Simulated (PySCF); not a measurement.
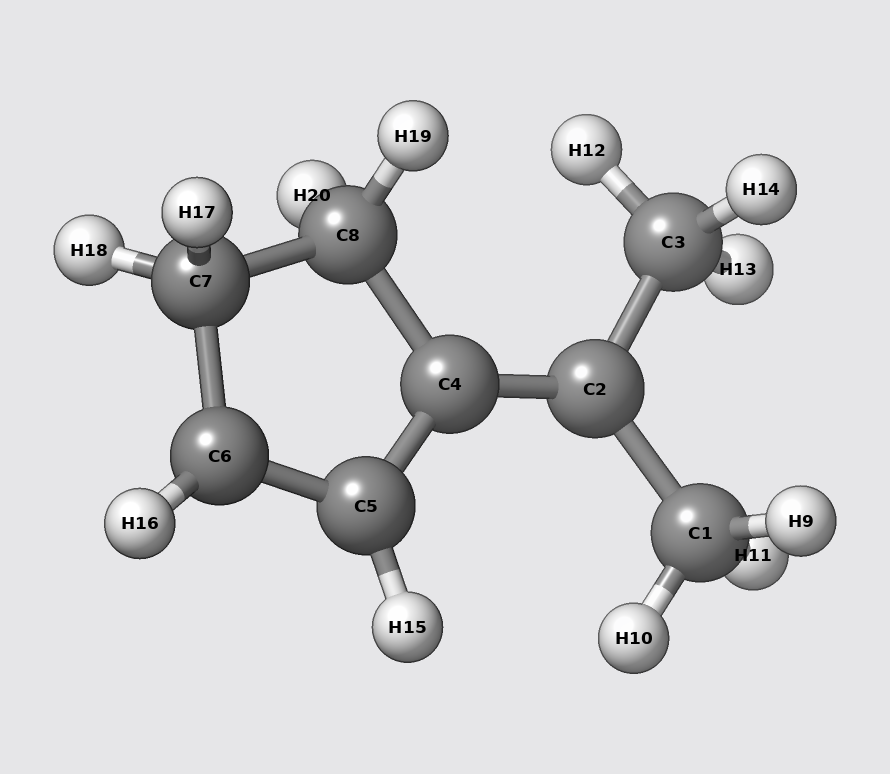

Charge −1, doublet. The geometry was computed by an optimisation with GFN2-xTB. No frequency run is at hand to confirm it as a minimum. Computed with UKS B3LYP, pcH-1 on C H, non-relativistic (PySCF 2.14.0). Fermi-contact and spin-dipolar terms alone, no spin-orbit part.

Question. Which nucleus has the largest dipolar (anisotropic) hyperfine coupling?

Answer. 13C at C6: principal values −40.8, −40.0, 80.8 MHz.

List the isotropic and dipolar parts for the most strongly coupled nuclei, one of each equivalent set.

| atom | isotope | a_iso (MHz) | dipolar part (MHz) |
| --- | --- | --- | --- |
| C6 | 13C | 44.4 | −40.8, −40.0, 80.8 |
| C2 | 13C | 35.1 | −30.6, −30.0, 60.6 |
| H16 | 1H | −29.9 | −20.9, 1.6, 19.3 |
| C4 | 13C | −5.8 | −9.9, −6.7, 16.6 |
| C5 | 13C | −8.5 | −9.2, −6.9, 16.1 |
| H15 | 1H | −6.9 | −3.7, −2.5, 6.2 |
| H18 | 1H | 36.5 | −2.8, −2.2, 4.9 |
| H17 | 1H | 45.5 | −3.0, −1.7, 4.6 |
